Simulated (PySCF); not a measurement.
Consider C₆H₈NOSi (SMILES [H]/N=C\c1ccc([SiH2][CH2])o1) (doublet).

```xyz
17

C    -3.4997   -0.0137   -0.0274
Si   -2.1024   -1.1178    0.4490
C    -0.5063   -0.2250    0.0147
C    -0.2054    0.8355   -0.8068
C     1.1838    1.0212   -0.7433
C     1.6612    0.0550    0.1189
C     2.9958   -0.2536    0.5760
N     4.0737    0.3363    0.2833
O     0.6270   -0.6928    0.5688
H    -3.3870    1.0391   -0.2176
H    -4.5106   -0.3755   -0.0892
H    -2.0686   -1.3995    1.8934
H    -2.1516   -2.3906   -0.2854
H    -0.9041    1.4055   -1.3847
H     1.7591    1.7636   -1.2600
H     3.0661   -1.1002    1.2540
H     3.9621    1.1246   -0.3537
```

Geometry: GFN2-xTB.

The calculation used PySCF 2.14.0, density-fitted response routines, UKS B3LYP, pcH-1 on C H N O Si, non-relativistic, mean-field spin-orbit, GIAO.

Predict the electron density, electron localisation function and spin density between the atoms.

C–N (1.26 Å): ρ is about 2.8 e/Å³ halfway; the ELF peaks at about 0.90 between the atoms (a short, multiple covalent bond).
C–O (1.35 Å): ρ at the midpoint is about 2.4 e/Å³, with its minimum of 2 e/Å³ about 0.5 Å from C; the ELF peaks at about 0.90 between the atoms; a polar covalent bond.
C–C (1.37 Å): the density is about 2.2 e/Å³ at the midpoint; the ELF peaks at about 0.95 between the atoms, as expected for localised, covalent bonding.
N–H (1.02 Å): the density is about 2.8 e/Å³ at the midpoint; the ELF climbs to about 1 towards the hydrogen, as it does in any bond to H; an ordinary covalent bond to hydrogen.
The unpaired spin (1 electron) lies mostly on C1 (about 0.8) and Si2 (about 0.1), in electrons by Hirshfeld's partition.

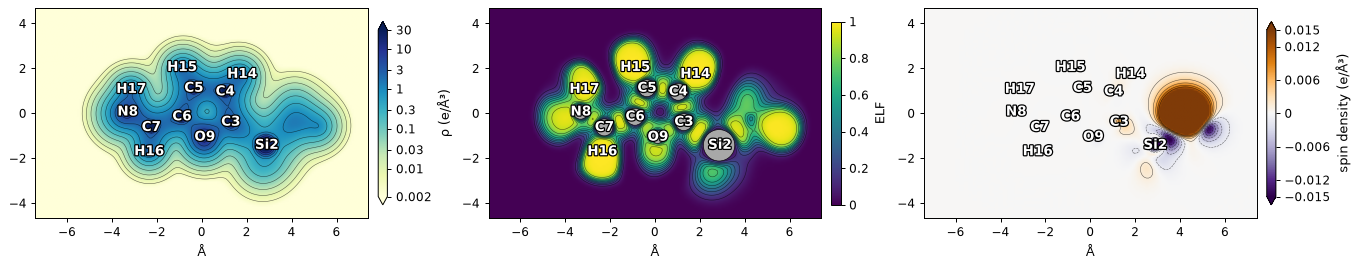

Computed electron density, electron localisation function and spin density on the plane of atoms C6, C7 and N8, in this order. Grey discs cover the atomic cores in the ELF map. 
